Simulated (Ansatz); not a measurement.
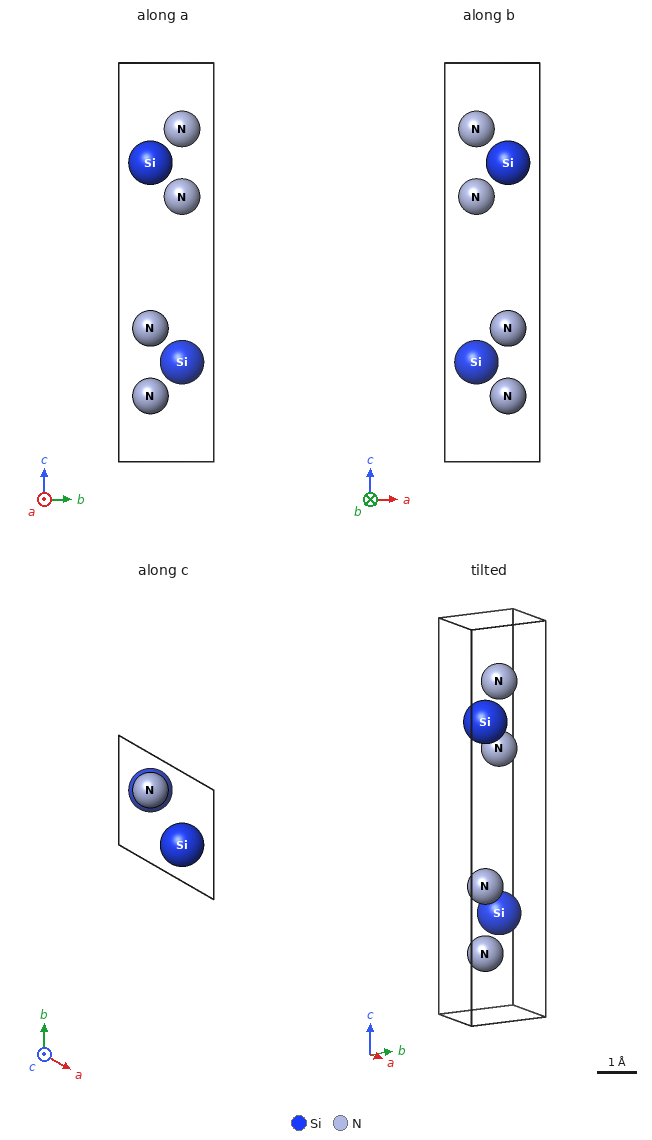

The crystal in a spheres-only representation, seen along the a axis, along the b axis, along the c axis and slightly off an axis. Atoms at the boundary of the conventional unit cell (the box) are drawn once for each face, edge or corner they touch.

Lattice parameters: a = 2.8529 Å, b = 2.8529 Å, c = 10.4047 Å, α = 90.000°, β = 90.000°, γ = 120.000°.

### Express the structure as a CIF with its space group and independent sites, with free fractional coordinates to two decimals.

```cif
data_structure
_symmetry_space_group_name_H-M 'P 63/m m c'
_symmetry_Int_Tables_number 194
_cell_length_a 2.8529
_cell_length_b 2.8529
_cell_length_c 10.4047
_cell_angle_alpha 90.000
_cell_angle_beta 90.000
_cell_angle_gamma 120.000
_cell_volume 73.34
loop_
_atom_site_label
_atom_site_type_symbol
_atom_site_symmetry_multiplicity
_atom_site_Wyckoff_symbol
_atom_site_fract_x
_atom_site_fract_y
_atom_site_fract_z
_atom_site_occupancy
Si1 Si 2 c 0.3333 0.6667 0.25 1
N1 N 4 f 0.3333 0.6667 0.67 1
```

The structure was taken from a structure type filled with these elements by a generator (whether the compound takes this form wasn't checked). Earlier steps of the study may have refined or changed the cell and positions. It went into a calculation with Ansatz.
